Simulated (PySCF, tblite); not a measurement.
# C₄H₁₁B₂N: geometry, infrared bands and NMR shifts

Aim: predict the infrared bands and NMR shifts of C₄H₁₁B₂N (`BNBC1CCC1`).

Programs: tblite 0.8.0 and PySCF 2.14.0, with density-fitted response routines of our own. Each step states its level of theory. These are calculated values for one molecule in the gas phase, unless marked as measured. Atoms count from 0, in the outputs and in this text.

### Step 1. Starting geometry

18 atoms, charge 0, multiplicity 1; geometry from: force field or distance geometry start.

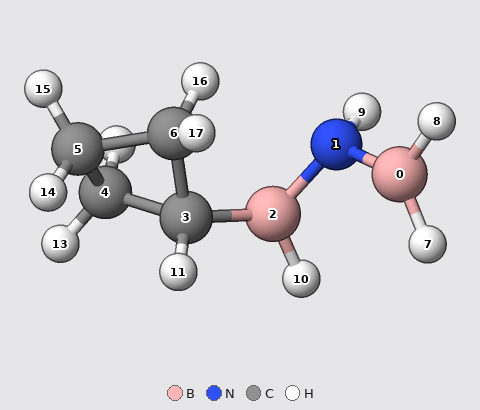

The starting geometry (boron pink, nitrogen blue, carbon grey, hydrogen white), atoms numbered; sticks join atoms by distance.

### Step 2. Relaxing the molecule with GFN2-xTB

What the job is given:

```
{"job": {"kind": "relax", "xc": "GFN2-xTB", "basis": "xTB"}, "charge": 0, "multiplicity": 1}
B      2.847500     0.179200     0.124300
N      1.842500    -0.309900    -0.888400
B      0.740800    -1.162300    -0.272800
C     -0.554600    -0.389700     0.201500
C     -1.818100    -0.656900    -0.593100
C     -2.103600     0.830900    -0.412100
C     -0.589600     0.990500    -0.439700
H      3.192100    -0.442900     1.060300
H      3.530300     1.103200    -0.170000
H      2.231300    -0.700300    -1.742900
H      1.069800    -2.134600     0.315200
H     -0.701000    -0.289100     1.293200
H     -1.632800    -0.898700    -1.654600
H     -2.596500    -1.230500    -0.095400
H     -2.576500     1.100100     0.556000
H     -2.568200     1.337100    -1.255400
H     -0.149600     0.884700    -1.460400
H     -0.172400     1.795600     0.158100
```

On the command line:

```
OMP_NUM_THREADS=1 python probes_run.py task.json out
```

This one command runs all jobs of the session in turn.

The log of the run:

```text
step      E/eV     max force
  0    -530.98331    2.288
  1    -531.34595    1.787
  2    -531.72936    1.450
  3    -531.87717    1.139
  4    -532.05060    0.845
  5    -532.14525    0.867
  6    -532.27251    1.025
  7    -532.37099    1.056
  8    -532.46747    0.737
  9    -532.53750    0.631
 10    -532.58920    0.639
 11    -532.63726    0.920
 12    -532.66353    0.820
 13    -532.68728    0.433
 14    -532.70052    0.416
 15    -532.71504    0.279
 16    -532.72380    0.220
 17    -532.73099    0.170
 18    -532.73670    0.167
 19    -532.74281    0.156
 20    -532.74888    0.185
 21    -532.75518    0.173
 22    -532.76219    0.180
 23    -532.77123    0.189
 24    -532.78305    0.245
 25    -532.79735    0.305
 26    -532.81366    0.311
 27    -532.83252    0.335
 28    -532.85357    0.349
 29    -532.87404    0.323
 30    -532.89076    0.319
 31    -532.90411    0.319
 32    -532.91803    0.351
 33    -532.93397    0.391
 34    -532.94184    0.637
 35    -532.96364    0.328
 36    -532.97637    0.290
 37    -532.99243    0.446
 38    -533.00749    0.353
 39    -533.03196    0.348
 40    -533.05005    0.323
 41    -533.06688    0.404
 42    -533.08594    0.377
 43    -533.10749    0.363
 44    -533.13983    0.422
 45    -533.16135    0.438
 46    -533.19330    0.489
 47    -533.21982    0.513
 48    -533.23427    0.316
 49    -533.24744    0.270
 50    -533.25912    0.265
 51    -533.26928    0.300
 52    -533.27348    0.373
 53    -533.27900    0.228
 54    -533.28191    0.137
 55    -533.28527    0.170
 56    -533.28929    0.150
 57    -533.29169    0.100
 58    -533.29312    0.099
 59    -533.29447    0.108
 60    -533.29651    0.108
 61    -533.29905    0.108
 62    -533.30115    0.084
 63    -533.30230    0.076
 64    -533.30312    0.070
 65    -533.30401    0.080
 66    -533.30513    0.080
 67    -533.30619    0.069
 68    -533.30707    0.064
 69    -533.30786    0.050
 70    -533.30846    0.043
 71    -533.30882    0.035
 72    -533.30907    0.040
 73    -533.30928    0.032
 74    -533.30947    0.025
 75    -533.30961    0.030
 76    -533.30976    0.043
 77    -533.30997    0.055
 78    -533.31025    0.057
 79    -533.31055    0.039
 80    -533.31078    0.035
 81    -533.31098    0.034
 82    -533.31122    0.052
 83    -533.31154    0.063
 84    -533.31187    0.046
 85    -533.31213    0.029
 86    -533.31233    0.028
 87    -533.31250    0.033
 88    -533.31266    0.039
 89    -533.31284    0.031
 90    -533.31307    0.033
 91    -533.31337    0.041
 92    -533.31370    0.039
 93    -533.31401    0.041
 94    -533.31430    0.035
 95    -533.31456    0.026
 96    -533.31478    0.028
 97    -533.31495    0.025
 98    -533.31511    0.026
 99    -533.31530    0.032
100    -533.31553    0.031
101    -533.31572    0.024
102    -533.31582    0.020
103    -533.31589    0.018
104    -533.31595    0.019
105    -533.31601    0.016
106    -533.31604    0.011
107    -533.31606    0.011
108    -533.31608    0.012
109    -533.31612    0.017
110    -533.31616    0.016
111    -533.31619    0.013
112    -533.31622    0.013
113    -533.31625    0.013
114    -533.31630    0.016
115    -533.31635    0.016
116    -533.31639    0.015
117    -533.31643    0.013
118    -533.31646    0.014
119    -533.31649    0.013
120    -533.31651    0.012
121    -533.31653    0.009
```

Wall time 2.2 s (1 thread of Intel Xeon at 2.50GHz, shared host); peak memory 0.18 GiB.

Step by step: (not every step is listed)

```csv
step,energy from step 0 (eV),largest force (eV/Å)
0,0.0000,2.2884
1,-0.3626,1.7869
2,-0.7461,1.4499
3,-0.8939,1.1385
4,-1.0673,0.8445
5,-1.1619,0.8674
6,-1.2892,1.0250
7,-1.3877,1.0564
8,-1.4842,0.7370
18,-1.7534,0.1673
28,-1.8703,0.3494
38,-2.0242,0.3529
48,-2.2510,0.3161
58,-2.3098,0.0988
68,-2.3238,0.0641
78,-2.3269,0.0566
88,-2.3294,0.0388
98,-2.3318,0.0260
108,-2.3328,0.0118
116,-2.3331,0.0153
117,-2.3331,0.0135
118,-2.3332,0.0142
119,-2.3332,0.0127
120,-2.3332,0.0119
121,-2.3332,0.0088
```

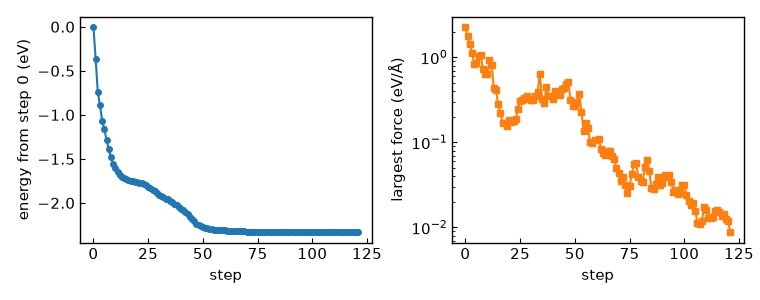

Energy and force, step by step.

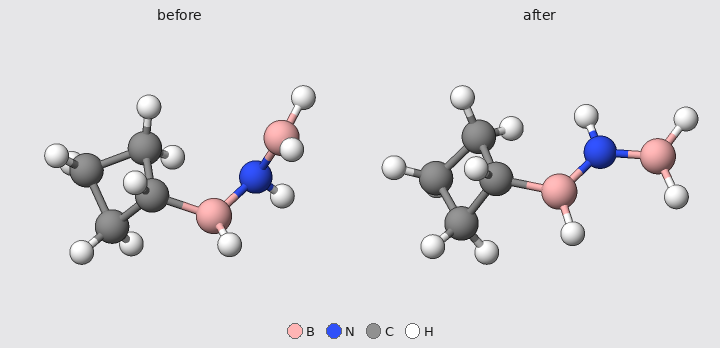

The geometry before (left) and after (right).

Distances of close pairs at the start and the end, largest changes first:

```csv
bond,before (Å),after (Å),change (Å)
N1–B2,1.523,1.413,-0.110
B0–N1,1.508,1.406,-0.102
C3–C4,1.516,1.549,+0.033
C6–H16,1.117,1.090,-0.027
C3–C6,1.522,1.547,+0.025
C5–H14,1.111,1.089,-0.022
C4–H12,1.104,1.089,-0.016
B0–H8,1.186,1.172,-0.014
```

The final coordinates are the input of the step that follows.

### Step 3. Harmonic vibrations with GFN2-xTB

What the job is given:

```
{"job": {"kind": "ir", "xc": "GFN2-xTB", "basis": "xTB"}, "charge": 0, "multiplicity": 1}
B      3.329653    -0.448732    -0.320132
N      2.001202    -0.024145    -0.140807
B      0.860884    -0.801283     0.162479
C     -0.559404    -0.122988     0.314697
C     -1.759348    -0.761389    -0.429278
C     -2.211011     0.635959    -0.874174
C     -0.878903     1.219640    -0.384075
H      3.578858    -1.586661    -0.227513
H      4.159394     0.343133    -0.562885
H      1.834090     0.969714    -0.240314
H      0.986793    -1.956358     0.308111
H     -0.800559    -0.048023     1.380204
H     -1.449465    -1.392917    -1.260055
H     -2.463287    -1.316884     0.187106
H     -3.066672     1.002720    -0.309635
H     -2.418495     0.753617    -1.936686
H     -0.199738     1.447251    -1.205420
H     -0.952750     2.093663     0.261959
```

The log of the run:

```text
mode    cm-1     km/mol
  1      49.0      2.20
  2      76.9      2.63
  3     120.4      1.41
  4     139.9      1.97
  5     272.8      0.68
  6     317.0      0.95
  7     354.9      0.76
  8     452.7      2.80
  9     665.5      7.27
 10     733.3    108.15
 11     794.7      4.27
 12     823.5      1.16
 13     861.6    115.77
 14     862.3     70.55
 15     870.0     12.03
 16     898.9     11.78
 17     986.9     18.86
 18     994.9      0.56
 19    1038.6      9.06
 20    1041.5      1.53
 21    1057.1     28.38
 22    1069.0      7.32
 23    1110.2      8.67
 24    1137.8     13.56
 25    1187.2      0.08
 26    1194.3      3.19
 27    1219.8      3.71
 28    1233.7     11.65
 29    1244.7      5.52
 30    1252.8      9.96
 31    1262.4     16.98
 32    1268.0     23.40
 33    1291.2      3.13
 34    1409.3    667.57
 35    1478.2      0.53
 36    1483.6      0.97
 37    1500.3      0.21
 38    2616.0    180.55
 39    2636.0     92.88
 40    2666.7    191.53
 41    2924.8     31.35
 42    2977.8     20.68
 43    2991.0      9.71
 44    2996.2     46.91
 45    3004.9     94.71
 46    3011.5     95.01
 47    3013.1     66.94
 48    3399.8      3.13
```

Wall time 2 s (1 thread of Intel Xeon at 2.50GHz, shared host); peak memory 0.18 GiB.

Which atoms move in the most intense modes:

```csv
cm⁻¹,km/mol,atoms
733,108.2,"H10 40 %, B2 32 %"
862,115.8,"H8 23 %, H7 16 %, B0 14 %"
1409,667.6,"N1 47 %, B2 18 %, H9 16 %, B0 14 %"
2616,180.6,"H8 83 %, H7 11 %"
2636,92.9,H10 90 %
2667,191.5,H7 80 %
3005,94.7,"H15 54 %, H13 27 %"
3012,95.0,"H12 53 %, H14 32 %"
```

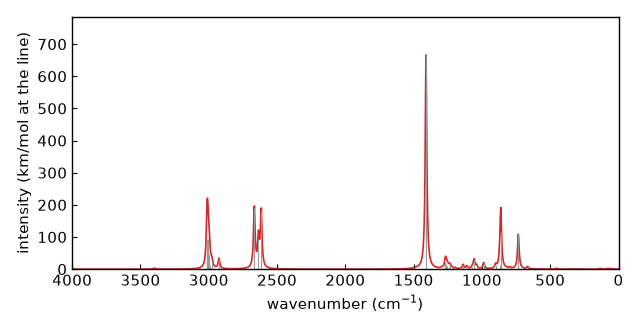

The infrared spectrum from these modes, unscaled. Lines are broadened to a width of 14 cm⁻¹ (Lorentzian).

### Step 4. NMR shieldings: PBE0/pcSseg-1

Same as in step 3 but for these lines:

```diff
@@ -1,2 +1,2 @@
-{"job": {"kind": "ir", "xc": "GFN2-xTB", "basis": "xTB"}, "charge": 0, "multiplicity": 1}
+{"job": {"kind": "nmr", "xc": "PBE0", "basis": "pcSseg-1"}, "charge": 0, "multiplicity": 1}
 B      3.329653    -0.448732    -0.320132
```

Method: GIAO PBE0/pcSseg-1 NMR shielding, non-relativistic, gas phase.

The log of the run:

```text
coarse grid: 14400 points
cycle   1  E = -263.0730555683  dE =  6.915e-01  |g| = 4.303e-01  |ddm| = 3.632e+00
cycle   2  E = -263.0605114785  dE =  1.254e-02  |g| = 5.117e-01  |ddm| = 7.992e-01
cycle   3  E = -263.1229570936  dE = -6.245e-02  |g| = 5.877e-02  |ddm| = 4.424e-01
cycle   4  E = -263.1236953056  dE = -7.382e-04  |g| = 1.894e-02  |ddm| = 5.840e-02
cycle   5  E = -263.1237617102  dE = -6.640e-05  |g| = 9.035e-03  |ddm| = 1.762e-02
cycle   6  E = -263.1237792142  dE = -1.750e-05  |g| = 1.332e-03  |ddm| = 7.380e-03
cycle   7  E = -263.1237796754  dE = -4.612e-07  |g| = 1.690e-04  |ddm| = 1.345e-03
final grid: 137336 points
cycle   8  E = -263.1621495068  dE = -5.077e-05  |g| = 9.521e-03  |ddm| = 3.215e-02
cycle   9  E = -263.1621361796  dE =  1.333e-05  |g| = 1.232e-02  |ddm| = 1.790e-02
cycle  10  E = -263.1621721352  dE = -3.596e-05  |g| = 8.148e-04  |ddm| = 9.613e-03
cycle  11  E = -263.1621722883  dE = -1.530e-07  |g| = 2.680e-04  |ddm| = 7.482e-04
cycle  12  E = -263.1621723021  dE = -1.383e-08  |g| = 8.154e-05  |ddm| = 2.204e-04
cycle  13  E = -263.1621723037  dE = -1.594e-09  |g| = 1.389e-05  |ddm| = 7.934e-05
cycle  14  E = -263.1621723037  dE = -4.820e-11  |g| = 2.620e-06  |ddm| = 1.574e-05
converged SCF energy = -263.1621723037

GIAO shielding tensors (ppm)
atom      isotropic    diamagn.    paramagn.     s11        s22        s33       span
  0 B       49.733     192.737    -143.004      6.491     25.000    117.708    111.217
  1 N       78.961     323.231    -244.270    -82.067     73.678    245.271    327.339
  2 B       44.868     193.352    -148.483     -8.184     36.766    106.023    114.208
  3 C      157.297     251.039     -93.742    144.108    159.382    168.402     24.295
  4 C      162.402     249.727     -87.326    140.977    164.949    181.279     40.302
  5 C      166.765     252.136     -85.371    153.811    165.621    180.863     27.053
  6 C      163.761     249.172     -85.411    149.325    161.201    180.757     31.432
  7 H       26.193      29.377      -3.184     23.686     26.845     28.048      4.362
  8 H       26.204      28.428      -2.225     24.171     26.740     27.699      3.528
  9 H       24.400      33.859      -9.460     21.133     23.622     28.445      7.312
 10 H       26.010      31.579      -5.570     23.079     26.116     28.834      5.755
 11 H       29.366      32.781      -3.415     26.997     27.879     33.223      6.226
 12 H       29.553      31.476      -1.923     26.628     28.017     34.012      7.384
 13 H       29.405      30.504      -1.099     26.010     26.548     35.657      9.647
 14 H       29.423      30.221      -0.798     26.358     27.355     34.556      8.198
 15 H       29.814      29.848      -0.035     26.343     26.714     36.385     10.042
 16 H       29.712      32.753      -3.041     26.172     29.284     33.680      7.508
 17 H       29.595      31.424      -1.829     25.796     27.360     35.629      9.832
```

Wall time 2.1 min (1 thread of Intel Xeon at 2.50GHz, shared host); peak memory 0.78 GiB.

The references, computed at this level on geometries of the same kind, shield at (ppm): ¹H TMS 31.72, ¹³C TMS 186.9, ¹⁵N NH3 267.7, ¹¹B BF3·OEt2 100.1. Their shielding less the atom's gives the shift. The references are single molecules in the gas phase, so shifts against H2O, NH3, PH3, H3PO4 or CFCl3 are not on the usual liquid scales and can be off by tens of ppm. Atoms listed in one row are averaged.

```csv
atoms,environment,σ (ppm),δ (ppm),δ scaled to CDCl3
C3,sp3 CH bonded to B,157.3,29.6,27.0
"C4, C6",sp3 CH2 in a ring,163.1,23.8,21.4
C5,sp3 CH2 in a ring,166.8,20.2,17.8
H9,hydrogen on a nitrogen bonded to 2 B,24.40,7.32,–
H10,"hydrogen on a boron bonded to C, N",26.01,5.71,–
"H7, H8",hydrogen on a boron bonded to N,26.20,5.52,–
H11,hydrogen on an sp3 CH bonded to B,29.37,2.35,2.32
H14,hydrogen on an sp3 CH2 in a ring,29.42,2.29,2.27
"H13, H17",hydrogen on an sp3 CH2 in a ring,29.50,2.22,2.20
"H12, H16",hydrogen on an sp3 CH2 in a ring,29.63,2.08,2.07
H15,hydrogen on an sp3 CH2 in a ring,29.81,1.90,1.90
B2,"boron bonded to C, N, H",44.9,55.2,–
B0,"boron bonded to N, 2 H",49.7,50.3,–
N1,"nitrogen bonded to 2 B, H",79.0,188.8,–
```

The scaled column applies a straight-line fit of computed shieldings to shifts measured in CDCl3 (root-mean-square error 0.16 ppm for H, 1.9 ppm for C).

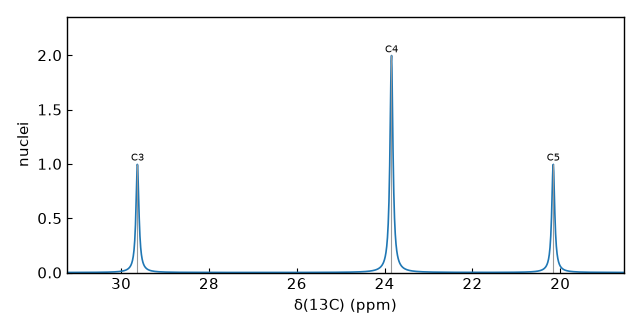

¹³C lines at the computed shifts, without couplings. Lines are broadened to a width of 0.08 ppm (Lorentzian).

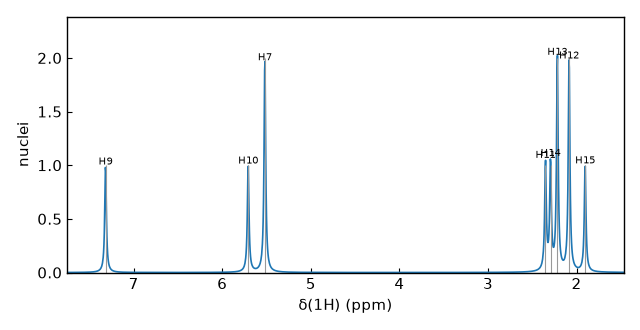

¹H lines at the computed shifts, without couplings. Lines are broadened to a width of 0.02 ppm (Lorentzian).

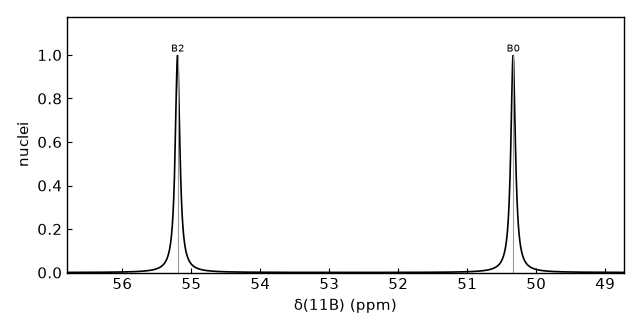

¹¹B lines at the computed shifts, without couplings. Lines are broadened to a width of 0.08 ppm (Lorentzian).

The run also stored atomic charges by several schemes (e):

```csv
atoms,Mulliken,IAO,Hirshfeld,ESP fit
B0,0.16,0.05,0.14,0.21
N1,-0.50,-0.41,-0.20,-0.14
B2,0.42,0.19,0.17,-0.03
C3,-0.49,-0.26,-0.10,0.15
"C4, C6",-0.20,-0.26,-0.07,-0.12
C5,-0.21,-0.26,-0.07,-0.06
```

ESP fit charges:

B0 0.21; N1 -0.14; B2 -0.03; C3 0.15; C4 -0.15; C5 -0.06; C6 -0.10; H7 -0.09; H8 -0.11; H9 0.15; H10 -0.06; H11 0.02; H12 0.07; H13 0.02; H14 0.05; H15 0.02; H16 0.05; H17 0.01

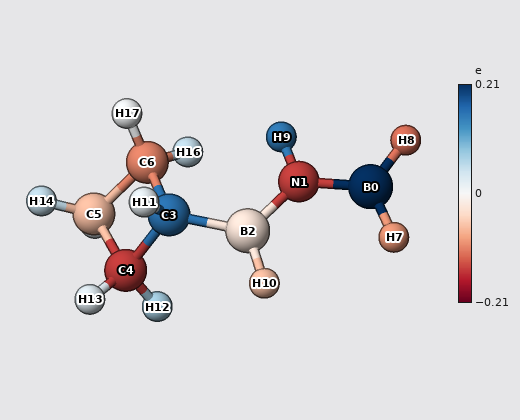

ESP fit charges, as colours on the atoms.

Mayer bond orders: B0–N1 1.25, N1–B2 1.19, B2–C3 0.93, C3–C4 1.02, C4–C5 1.05, C5–C6 1.05, C6–C3 1.03.

Ring of atoms C3, C4, C5, C6: NICS(0) 0.4, NICS(1) 0.1, NICS(1)zz 5.3 ppm (means of both faces).

Orbitals, density, ELF and potential are computed afterwards from the orbital file.

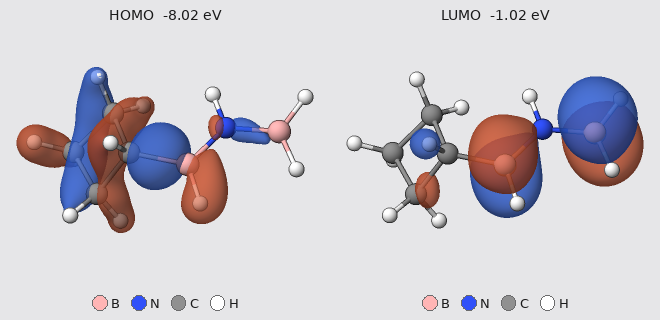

Frontier orbitals at PBE0/pcSseg-1; each surface holds 70 % of the orbital's density, blue and red mark the sign.

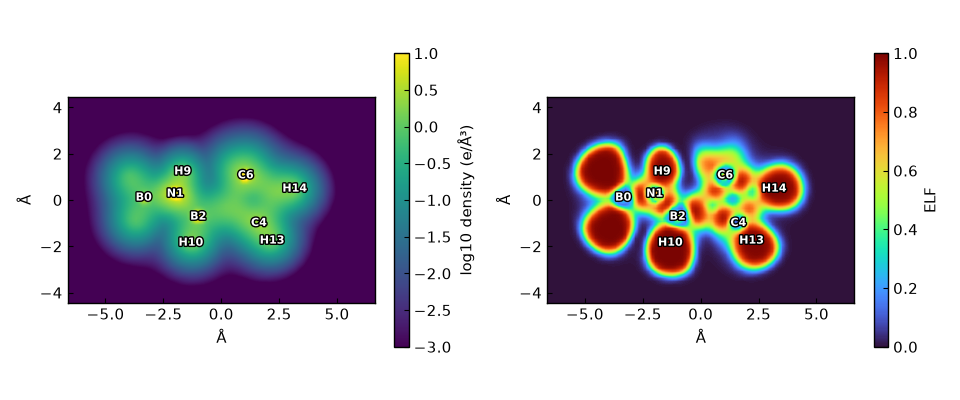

Density (left) and ELF (right) in a plane through or near 9 of the atoms.

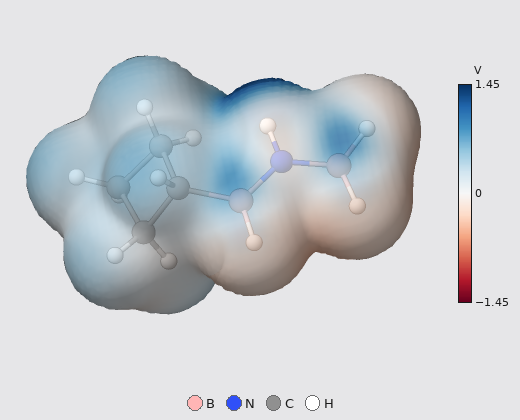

The potential that a unit positive charge feels on the 0.002 e/bohr³ surface, from the 1st to the 99th percentile, from -0.42 to 1.45 V.

### Step 5. Outcome

```
                                                               quantity                                               value
                              strongest single infrared mode (GFN2-xTB)                               1409 cm⁻¹, 668 km/mol
                                           zero-point energy (GFN2-xTB)                                       94.3 kcal/mol
¹³C shifts against TMS (PBE0/pcSseg-1, means over atoms taken as alike)                                29.6, 23.8, 20.2 ppm
 ¹H shifts against TMS (PBE0/pcSseg-1, means over atoms taken as alike)  7.32, 5.71, 5.52, 2.35, 2.29, 2.22, 2.08, 1.90 ppm
                            ¹¹B shifts against BF3·OEt2 (PBE0/pcSseg-1)                                      55.2, 50.3 ppm
                                 ¹⁵N shifts against NH3 (PBE0/pcSseg-1)                                           188.8 ppm
                                  surface potential, 1st and 99th percentile                                  -0.42 V and 1.45 V
```

In words: Over 121 steps the energy fell by 2.333 eV; of the close pairs, N1–B2 changed most, 1.523 to 1.413 Å. No mode is imaginary among the 48: a minimum at this level. The strongest single mode, at 1409 cm⁻¹, has its largest shares on N1, B2, H9 and B0 (the list is cut at 4 atoms). GFN2-xTB is a fitted tight-binding method: band positions and strengths are rough. Its intensities can rank the bands wrongly. At PBE0/pcSseg-1: The widest tensor belongs to N1: span 327 ppm, with a paramagnetic part of -244 ppm. At PBE0/pcSseg-1, counted by nearest atom on the grid, the HOMO lies on C3 23 %; B2 17 %, the LUMO on B0, B2 about 30 % each; H7, H8 about 10 % each.
